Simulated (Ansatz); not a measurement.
# CH₃Al (singlet): inputs that go wrong at distance Al1–H3 = 1.583 Å

3 inputs are run for CH₃Al (singlet) as typed; the log has to tell whether the result can be used and what must change.

The runs use Ansatz 0.2.0, Gaussian basis; the settings change from run to run.

23 further runs of the same task are left out: 2 for a known fault of the program, 16 that didn't finish, 5 set aside as unsound or not needed.

## (1) What is computed

The geometry derives from a PBE0/def2-TZVP stationary point (not a proven minimum). One bond is set to the value named and the two fragments are kept rigid.

5 atoms, charge 0, spin multiplicity 1.

Atoms are counted from 1 here; the program's logs count them from 0.

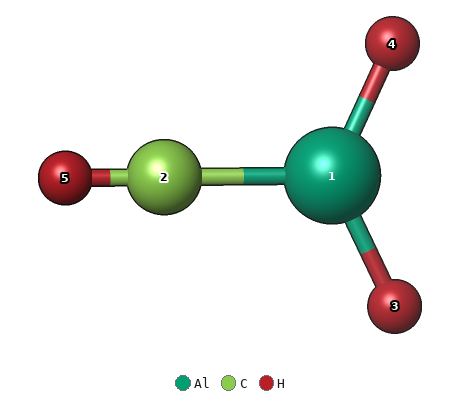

The geometry (aluminium teal, carbon green, hydrogen red); atoms are numbered from 1 in the order of the file.

Geometry (Å):

```
Al    0.0000    0.0000    0.5654
C     0.0000    0.0000   -1.2797
H     0.0000    1.4325    1.2385
H     0.0000   -1.4325    1.2385
H     0.0000    0.0000   -2.3633
```

## (2) Input 1

File in.yaml:

```yaml
crystal:
  periodic: [false, false, false]
  atoms:
    - {symbol: Al, position_ang: [0.000000, 0.000000, 0.565388]}
    - {symbol: C, position_ang: [0.000000, 0.000000, -1.279659]}
    - {symbol: H, position_ang: [0.000000, 1.432477, 1.238502]}
    - {symbol: H, position_ang: [0.000000, -1.432476, 1.238502]}
    - {symbol: H, position_ang: [0.000000, 0.000000, -2.363348]}
basis:
  gaussian: {orbitals: cc-pVDZ}
magnetization: {spin_polarized: false}
correlation: {method: mp2, frozen_orbitals: {Al: 20}}
```

The run is started by

```console
$ ansatz run in.yaml --threads 1 --pin off --events-out ev --progress --plain --max-ram 2393MiB
```

The log of the run:

```text
Functional definition: HF
  name "HF"
  cite "Fock, Z. Phys. 61, 126 (1930) doi:10.1007/BF01340294"
  parent pbe
  exchange = exact_x
  correlation = 0
Error: "frozen_orbitals" has no count for C
```

It took 0.03 s on 1 thread of Arm Neoverse V1, shared host.

What is wrong: The run was refused. The frozen-orbital counts are incomplete or too large. Cure: leave frozen_orbitals out, or give each element a count that its core has.

## (3) Input 2

File in.yaml:

```yaml
crystal:
  periodic: [false, false, false]
  atoms:
    - {symbol: Al, position_ang: [0.000000, 0.000000, 0.565388]}
    - {symbol: C, position_ang: [0.000000, 0.000000, -1.279659]}
    - {symbol: H, position_ang: [0.000000, 1.432477, 1.238502]}
    - {symbol: H, position_ang: [0.000000, -1.432476, 1.238502]}
    - {symbol: H, position_ang: [0.000000, 0.000000, -2.363348]}
basis:
  gaussian: {orbitals: 6-31G}
correlation: {active_space: {ras: {orbitals: [5, 0, 17], electrons: 7, max_holes: 2, max_particles: 2}, fixed_orbitals: true}}
```

Same command.

The log of the run:

```text
Functional definition: HF
  name "HF"
  cite "Fock, Z. Phys. 61, 126 (1930) doi:10.1007/BF01340294"
  parent pbe
  exchange = exact_x
  correlation = 0
361 factors; integrals over basis functions are off by at most 2.6e-4 eV
mean field evaluation 1: about -7654.2887 eV, gradient 1.1e1 eV
mean field evaluation 2: about -7654.2920 eV, gradient 1.1e1 eV
mean field evaluation 4: about -7655.0704 eV, gradient 1.5e0 eV
mean field evaluation 8: about -7655.0820 eV, gradient 6.6e-4 eV
mean field evaluation 16: about -7653.9144 eV, gradient 6.7e-6 eV
mean field evaluation 32: about -7653.9052 eV, gradient 9.7e-1 eV
mean field -7655.08196629 eV, -281.3190734603 hartree, gradient 1.5e-6 eV, S^2 0.000000; 6 other end points of the search recorded, 0 dependent functions left out
reference -7655.08196629 eV, -281.3190734603 hartree; 11, 11 occupied and 17, 17 virtual orbitals, 361 factors
Error: 7 electrons in 22 orbitals form no window around the highest filled level of the reference
```

It took 0.24 s on 1 thread of Arm Neoverse V1, shared host.

What is wrong: The run stopped with an error. The electron count of the restricted space is wrong. Fix: count the correlated electrons again.

## (4) Input 3

File in.yaml:

```yaml
crystal:
  periodic: [false, false, false]
  atoms:
    - {symbol: Al, position_ang: [0.000000, 0.000000, 0.565388]}
    - {symbol: C, position_ang: [0.000000, 0.000000, -1.279659]}
    - {symbol: H, position_ang: [0.000000, 1.432477, 1.238502]}
    - {symbol: H, position_ang: [0.000000, -1.432476, 1.238502]}
    - {symbol: H, position_ang: [0.000000, 0.000000, -2.363348]}
basis:
  gaussian: {orbitals: 6-31G}
correlation: {active_space: {ras: {orbitals: [5, 0, 17], electrons: 30, max_holes: 2, max_particles: 2}, fixed_orbitals: true}}
```

The command is unchanged.

The log of the run:

```text
Functional definition: HF
  name "HF"
  cite "Fock, Z. Phys. 61, 126 (1930) doi:10.1007/BF01340294"
  parent pbe
  exchange = exact_x
  correlation = 0
361 factors; integrals over basis functions are off by at most 2.6e-4 eV
mean field evaluation 1: about -7654.2887 eV, gradient 1.1e1 eV
mean field evaluation 2: about -7654.2920 eV, gradient 1.1e1 eV
mean field evaluation 4: about -7655.0704 eV, gradient 1.5e0 eV
mean field evaluation 8: about -7655.0820 eV, gradient 6.6e-4 eV
mean field evaluation 16: about -7653.9144 eV, gradient 6.7e-6 eV
mean field evaluation 32: about -7653.9052 eV, gradient 9.7e-1 eV
mean field -7655.08196629 eV, -281.3190734603 hartree, gradient 1.5e-6 eV, S^2 0.000000; 6 other end points of the search recorded, 0 dependent functions left out
reference -7655.08196629 eV, -281.3190734603 hartree; 11, 11 occupied and 17, 17 virtual orbitals, 361 factors
Error: 30 electrons in 22 orbitals form no window around the highest filled level of the reference
```

It took 0.24 s on 1 thread of Arm Neoverse V1, shared host.

Diagnosis: The run stopped with an error. The electron count of the restricted space is wrong. Fix: count the correlated electrons again.

## (5) How the runs ended

| input | level | ended | cause | time |
| --- | --- | --- | --- | --- |
| 1 | MP2 on RHF/cc-pVDZ | refused | the frozen-orbital counts are incomplete or too large | 0.03 s |
| 2 | CISD/6-31G | stopped by an error | the electron count of the restricted space is wrong | 0.24 s |
| 3 | CISD/6-31G | stopped by an error | the electron count of the restricted space is wrong | 0.24 s |

1 refused, 2 stopped by an error.
